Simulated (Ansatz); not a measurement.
Consider H2Zn (ZnH2).

Input file:

```
crystal:
  periodic: [false, false, false]
  atoms:
    - {symbol: Zn, position_ang: [-0.000013, -0.000009, -0.000002]}
    - {symbol: H, position_ang: [-0.018398, -0.022757, 1.531271]}
    - {symbol: H, position_ang: [0.018421, 0.022766, -1.531269]}
basis:
  gaussian: {orbitals: def2-TZVP, initial_orbitals: start.molden}
hamiltonian: {xc: pbe0, dispersion: d4}
output: {forces: true, orbitals: {seedname: orbitals}}
```

Run with:

```sh
ansatz run in.yaml --threads 4 --pin off --events-out ev --progress --plain --max-ram 3916MiB
```

Geometry: r2SCAN-D4/def2-TZVP.

Theory: RKS PBE0-D4/def2-TZVP in Ansatz 0.2.0.

Question: What will maps of the electron density and electron localisation function show?

Answer: Zn–H (1.53 Å): the density is about 1.2 e/Å³ at the midpoint; the ELF climbs to about 1 towards the hydrogen.

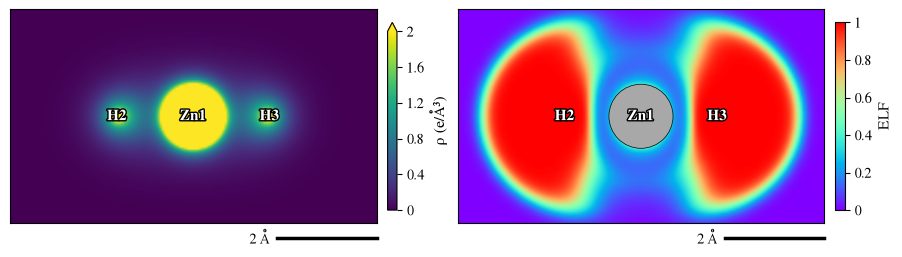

Computed electron density and electron localisation function on a plane that holds the molecular axis, in this order. Grey discs cover the atomic cores in the ELF map. 
